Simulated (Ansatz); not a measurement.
# HBS (hydrogen boron sulfide) at CAM-B3LYP/def2-TZVPPD

What is the vertical singlet–triplet gap of HBS (hydrogen boron sulfide) at CAM-B3LYP/def2-TZVPPD? 

Program for the calculation: Ansatz 0.2.0.

56 further runs of the same task are left out: 3 that didn't finish, 53 set aside as unsound or not needed.

## (1) The molecule

HBS: 3 atoms, total charge 0, spin state singlet. SMILES: `B=S`. The shape is that of a PBE0-D4/def2-TZVP optimisation.

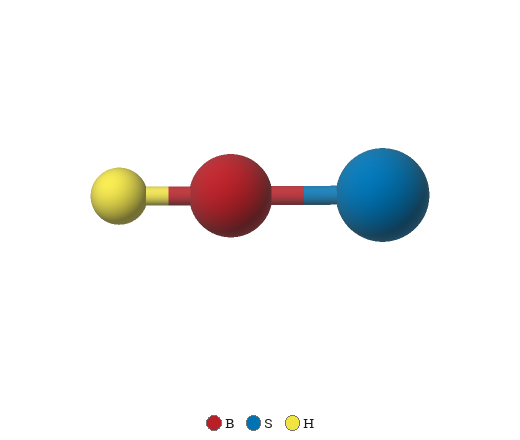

Viewed from a chosen angle; boron red, sulfur blue, hydrogen yellow.

## (2) The energy at CAM-B3LYP/def2-TZVPPD

in.yaml reads:

```yaml
crystal:
  periodic: [false, false, false]
  atoms:
    - {symbol: B, position_ang: [-0.038660, -0.014560, 0.134750]}
    - {symbol: S, position_ang: [0.399170, 0.147640, -1.393290]}
    - {symbol: H, position_ang: [-0.360510, -0.133080, 1.258530]}
basis:
  gaussian: {orbitals: def2-TZVPPD.json}
hamiltonian: {xc: {name: CAM-B3LYP}}
accuracy: high
output: {orbitals: {seedname: orbitals}}
```

The basis set def2-TZVPPD is read from a file made from the Basis Set Exchange's data (not shown).

Run with:

```bash
$ ansatz run in.yaml --threads 1 --pin off --max-ram 3480MiB --events-out events.jsonl --progress --plain --runs-dir runs
```

Output:

```text
Warning: RAYON_NUM_THREADS=1 ignored (pool sized by the plan → 1); use --threads N
Functional definition: CAM-B3LYP
  name "CAM-B3LYP"
  parameter alpha = 0.19
  parameter beta = 0.46
  parameter omega = 0.33/bohr
  parameter ac = 0.81
  exchange = (1 - alpha - beta)*b88_x + beta*b88_x_sr(omega) + alpha*exact_x + beta*exact_x_lr(omega)
  correlation = (1 - ac)*vwn5_c + ac*lyp_c
1398 factors; integrals over basis functions are off by at most 4.0e-9 eV
366 factors; integrals over basis functions are off by at most 2.1e-9 eV
mean field evaluation 1: about -11527.7577 eV, gradient 1.6e1 eV
mean field evaluation 2: about -11528.1495 eV, gradient 1.1e1 eV
mean field evaluation 4: about -11528.4027 eV, gradient 1.3e0 eV
mean field evaluation 8: about -11528.4077 eV, gradient 3.1e-3 eV
mean field evaluation 16: about -11528.4077 eV, gradient 5.4e-7 eV
mean field -11528.40774026 eV, -423.6611702191 hartree, gradient 5.4e-8 eV, S^2 0.000000; 0 other end points of the search recorded, 0 dependent functions left out
reference -11528.40775591 eV, -423.6611707943 hartree; 11, 11 occupied and 94, 94 virtual orbitals, 1398 factors
Total energy: -11528.40775591 eV, -423.6611707943 hartree
```

Run time: 4.8 s. Hardware: 1 thread of Arm Neoverse V1, shared host; peak memory 0.24 GiB.

## (3) The triplet at the same level

molecule.yaml reads:

```yaml
crystal:
  periodic: [false, false, false]
  atoms:
    - {symbol: B, position_ang: [-0.038660, -0.014560, 0.134750]}
    - {symbol: S, position_ang: [0.399170, 0.147640, -1.393290]}
    - {symbol: H, position_ang: [-0.360510, -0.133080, 1.258530]}
basis:
  gaussian: {orbitals: def2-TZVPPD.json}
magnetization: {spin_polarized: true, initial_magnetization: 2}
hamiltonian: {xc: {name: CAM-B3LYP}}
accuracy: high
output: {orbitals: {seedname: orbitals}}
```

The basis set def2-TZVPPD is read from a file made from the Basis Set Exchange's data (not shown).

Run with:

```bash
$ ansatz run molecule.yaml --threads 1 --pin off --max-ram 3480MiB --events-out events.jsonl --progress --plain --runs-dir runs
```

Output, cut to the lines that bear on the results:

```text
Warning: RAYON_NUM_THREADS=1 ignored (pool sized by the plan → 1); use --threads N
Functional definition: CAM-B3LYP
  name "CAM-B3LYP"
[...]
1398 factors; integrals over basis functions are off by at most 4.0e-9 eV
366 factors; integrals over basis functions are off by at most 2.1e-9 eV
[...]
mean field -11523.93501742 eV, -423.4968006864 hartree, gradient 2.3e-8 eV, S^2 2.008442; 4 other end points of the search recorded, 0 dependent functions left out
reference -11523.93503293 eV, -423.4968012563 hartree; 12, 10 occupied and 93, 95 virtual orbitals, 1398 factors
Total energy: -11523.93503293 eV, -423.4968012563 hartree
```

It took 2.7 min on 1 thread of Arm Neoverse V1, shared host; peak memory 0.36 GiB.

## (4) Outcome

Level: CAM-B3LYP/def2-TZVPPD.

```
                                        quantity          value
                           singlet: total energy  -423.66117 Eh
                            singlet: HOMO energy       -9.81 eV
                            singlet: LUMO energy       -0.17 eV
                          singlet: HOMO–LUMO gap        9.65 eV
                           triplet: total energy  -423.49680 Eh
     triplet: HOMO energy (highest over α and β)       -5.38 eV
      triplet: LUMO energy (lowest over α and β)       -4.65 eV
                                   triplet: ⟨S²⟩          2.008
vertical energy of the triplet above the singlet       4.473 eV
```

**Reading.** At this shape the triplet lies 4.47 eV (103 kcal/mol) above the singlet.
